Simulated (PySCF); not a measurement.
# CH9GeNSi: the cost of one run

The runs use PySCF 2.14.0, with density-fitted response routines of our own; the level of theory stands in each step. All values are computed, except where a source is named. Atoms count from 0, in the outputs and in this text.

## 1. Starting geometry

13 atoms, charge 0, multiplicity 1; geometry from: GFN2-xTB. The atoms were then displaced at random by about 0.01 Å, so the start is not that level's minimum.

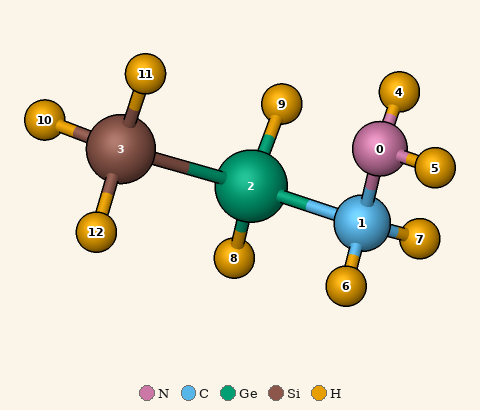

The starting geometry (nitrogen pink, carbon blue, germanium teal, silicon brown, hydrogen amber), atoms numbered; sticks join atoms by distance.

## 2. Relaxing the molecule at PBE0-D3(BJ)/def2-SVP

The job: settings as JSON, then the geometry in Å.

```
{"job": {"xc": "PBE0", "basis": "def2-SVP", "d3": "d3bj", "grid": 1, "shake": 0.01, "kind": "geom"}, "charge": 0, "multiplicity": 1}
N     -1.447060     0.532240     1.065890
C     -1.463180     0.022880    -0.298410
Ge     0.272810    -0.884950    -0.571280
Si     2.164580     0.481230    -0.086400
H     -1.462450    -0.220030     1.712100
H     -2.317720     1.096360     1.234910
H     -1.522860     0.869490    -0.985680
H     -2.291470    -0.631010    -0.519040
H      0.260090    -1.488070    -1.930700
H      0.223780    -2.128480     0.314900
H      3.373040    -0.262400    -0.263400
H      2.088030     0.950130     1.305900
H      2.128240     1.645710    -0.989110
```

Command:

```sh
> OMP_NUM_THREADS=1 python probes_run.py task.json out
```

The driver reads the jobs from task.json and runs them one after another.

**Question.** How long does this first job take on 1 thread of Arm Neoverse V1, shared host, and how much memory does it need?

About 77 s, with a peak of 0.52 GiB.
